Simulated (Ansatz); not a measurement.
# ClH4NOSiTe: two torsions

How does the energy of ClH₄NOSiTe, SMILES N[Si](O)(Cl)[TeH] change over two coordinates at once? A grid of runs gives the map.

The runs use Ansatz 0.2.0; RHF/def2-SVP.

**1. Starting geometry**

SMILES `N[Si](O)(Cl)[TeH]`, 9 atoms, charge 0, spin multiplicity 1.

Atoms are counted from 1 here; the program's logs count them from 0.

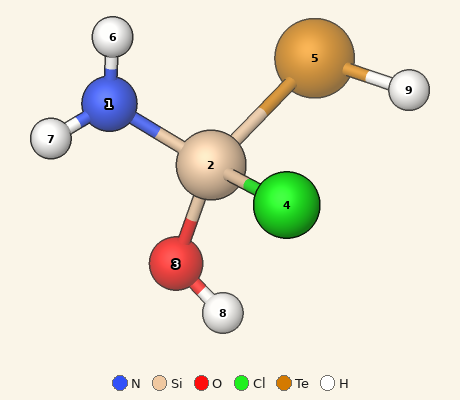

Start geometry, drawn with nitrogen blue, silicon light orange, oxygen red, chlorine green, tellurium orange, hydrogen white; atoms are numbered from 1 in the order of the file.

Coordinates:

```xyz
9
charge 0, multiplicity 1
N     1.12917    1.06204   -0.50197
Si    0.04080   -0.17761   -0.03271
O     1.04072   -1.40919    0.48951
Cl   -1.19887   -0.99673   -1.52714
Te   -1.45813    0.87518    1.69336
H     0.76075    1.97381   -0.77888
H     1.97919    0.81270   -1.01578
H     0.59799   -2.27082    0.58597
H    -2.80311    0.08441    1.07044
```

This geometry comes from a loose relaxation at PBE in a small basis, which is not shown.

**3. Plan of the scan**

First coordinate, dihedral N1–Si2–O3–H8: 18 values from −180 to 160 °, periodic. Second coordinate, dihedral H6–N1–Si2–O3: 18 values from −180 to 160 °, periodic.

Nothing else is relaxed (all other coordinates rigid). Energies count from the relaxed molecule at the same level. Points are written as (first, second).

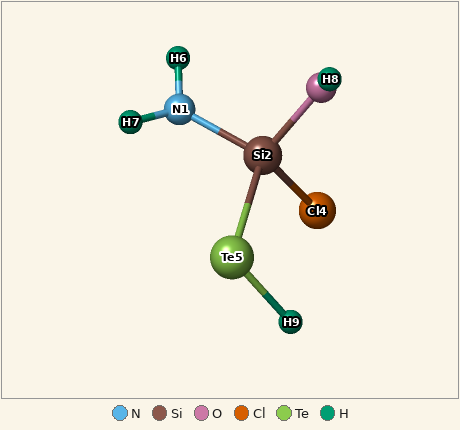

The geometry at (100°, 40°).

(The set-up runs are not shown.)

**4. Point (100°, 40°)**

File input.yaml:

```yaml
crystal:
  periodic: [false, false, false]
  atoms:
    - { symbol: "N", position_ang: [1.105199, 1.042392, -0.567747] }
    - { symbol: Si, position_ang: [0.036419, -0.164762, -0.06202] }
    - { symbol: O, position_ang: [-1.282312, 0.006247, -1.011896] }
    - { symbol: Cl, position_ang: [-0.620367, -0.007933, 1.911594] }
    - { symbol: Te, position_ang: [1.217452, -2.369007, -0.271815] }
    - { symbol: H, position_ang: [0.808256, 1.965832, -0.81083] }
    - { symbol: H, position_ang: [2.004218, 0.805437, -0.941597] }
    - { symbol: H, position_ang: [-1.41573, -0.555831, -1.758833] }
    - { symbol: H, position_ang: [0.601999, -2.972588, 1.130393] }
basis:
  gaussian: { orbitals: def2-SVP }
hamiltonian:
  xc: hf
output:
  forces: true
```

Run with:

```bash
> ansatz run input.yaml --threads 1 --pin off --max-ram 2560MiB --backend cpu --events-out ev --progress --plain --runs-dir out
```

The session goes on with these runs: the other points that were computed.

**Question.** What will these runs give? Wanted: lowest point; highest computed point; dipole moment.

**Answer**, as computed:

| quantity | value |
| --- | --- |
| lowest point | (−180°, −180°), 0.7 kJ/mol |
| highest computed point | (60°, 100°), 43.1 kJ/mol above the lowest |
| dipole moment (D) | 0.60 at (−180°, −120°) to 3.68 at (20°, 0°); 0.95 at the lowest point |
| time for the whole task | 36 min on 1 thread, shared host |

What this shows: The lowest computed point is at (−180°, −180°), 0.7 kJ/mol from the relaxed molecule at the same level. A higher local minimum lies near (−160°, 0°) (3.7 kJ/mol above the lowest at that grid point). The highest computed point, (60°, 100°), lies 43.1 kJ/mol above the lowest. On the interpolated surface the easiest way out of the lowest well to its copy in the next cell or period passes a barrier of about 17 kJ/mol. Round the minimum the valley is somewhat tilted: raising dihedral N1–Si2–O3–H8 shifts the best value of dihedral H6–N1–Si2–O3 upwards (coupling k₁₂/√(k₁₁k₂₂) about −0.2).
